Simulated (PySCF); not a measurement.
**C5H9OP: density, localisation and related maps**

Input file:

```
{"job": {"kind": "uv", "xc": "wB97X-D", "basis": "def2-SVPD", "nstates": 8, "ntriplets": 3}, "charge": 0, "multiplicity": 1}
C      2.675582     0.647210     0.772685
C      1.435727     0.720385     0.320049
P      0.847572    -0.606594    -0.764419
O      1.858303    -1.619665    -1.069970
C     -0.630970    -1.312316     0.001041
C     -1.808087    -0.726281     0.172507
C     -2.145403     0.664588    -0.229609
H      3.300179    -0.181548     0.476721
H      3.110013     1.384795     1.428409
H      0.762306     1.521558     0.583606
H      0.390859     0.077791    -1.893460
H     -0.454444    -2.332064     0.322764
H     -2.612540    -1.281317     0.642496
H     -2.434832     1.244362     0.647231
H     -2.997596     0.659068    -0.909493
H     -1.304269     1.148971    -0.716729
```

Command:

```sh
OMP_NUM_THREADS=1 python probes_run.py task.json out
```

Geometry: GFN2-xTB.

Level of theory: PySCF 2.14.0, wB97X-D/def2-SVPD, SCF density, gas phase.

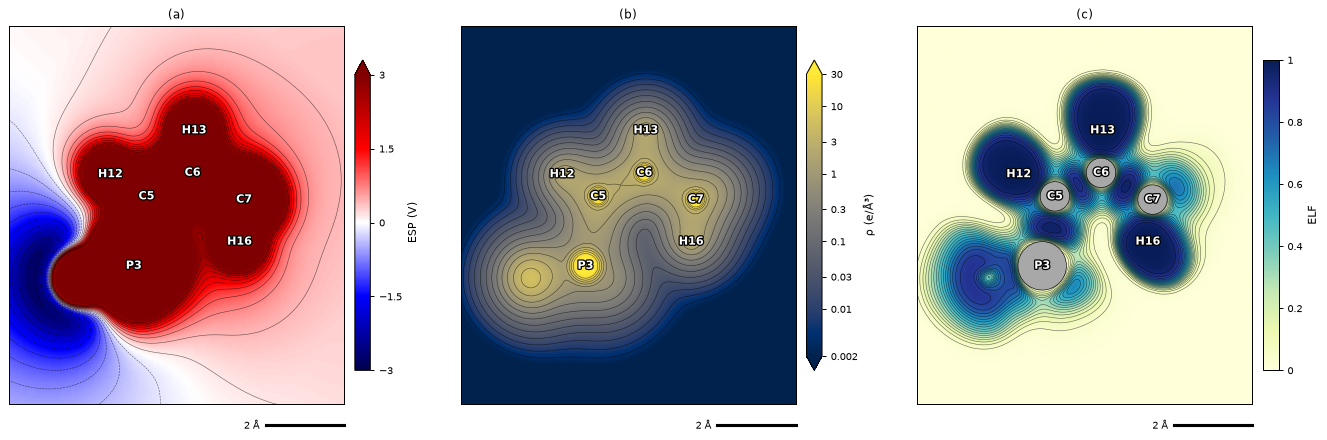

Figure 1. (a) molecular electrostatic potential; (b) electron density; (c) ELF on the plane of atoms C5, C6 and C7. Grey discs cover the atomic cores in the ELF map.

Describe what can be read from this map.

Answer.
- Atoms in the plane: P, C and H.
- C–C (1.33 Å): ρ is about 2.3 e/Å³ halfway; the ELF peaks at about 0.90 between the atoms (a short, multiple covalent bond).
- C–P (1.81 Å): ρ at the midpoint is about 1.2 e/Å³; the ELF peaks at about 0.95 between the atoms: a covalent bond.
- C–H (1.08 Å): ρ is about 2 e/Å³ halfway; the ELF climbs to about 1 towards the hydrogen, as it does in any bond to H (a covalent bond by its length).
- C–C (1.49 Å): ρ at the midpoint is about 1.8 e/Å³; the ELF peaks at about 0.95 between the atoms: a covalent bond.
- The ELF also peaks beside O4, away from the bonds: lone-pair regions.
- Outside the dense part of the molecule the potential is most negative (−2.8 V) near O4, which lies off the plane.

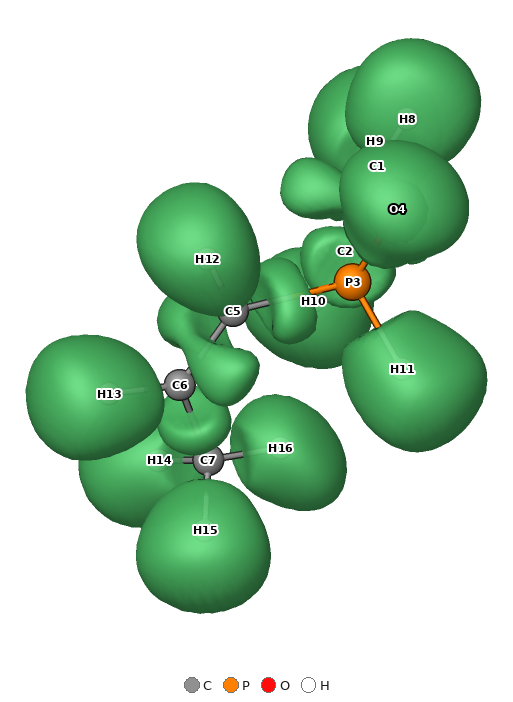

Figure 2. Isosurface of the ELF at 0.75 (green), seen at an oblique angle. Only the valence region is drawn (cores and ρ < 0.01 e/Å³ removed).

Where are the electrons localised?

Answer. The surface consists of three regions between bonded C–C atoms (shared pairs), two regions between bonded C–P atoms (shared pairs), nine regions around hydrogen nuclei and one region on O in which the atom's valence shell and bonds are merged.


C–C (1.32 Å): the ELF peaks at about 0.95 between the atoms; a multiple bond. P–O (1.46 Å): the ELF peaks at about 0.85 between the atoms: a polar covalent bond.

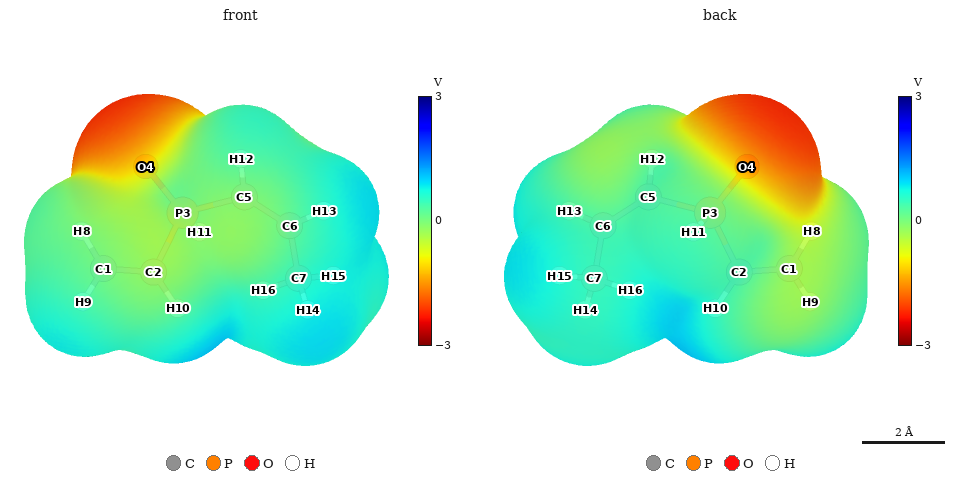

Figure 3. The electrostatic potential painted on the density surface at 0.001 e/bohr³, seen from the front and from behind; red is negative and blue positive.

Describe the electrostatic potential map.

Answer. The most negative region (about −2.2 V) lies over O4, the most positive (about +1.0 V) over H10 and H16. O4 is the likeliest acceptor of a hydrogen bond.
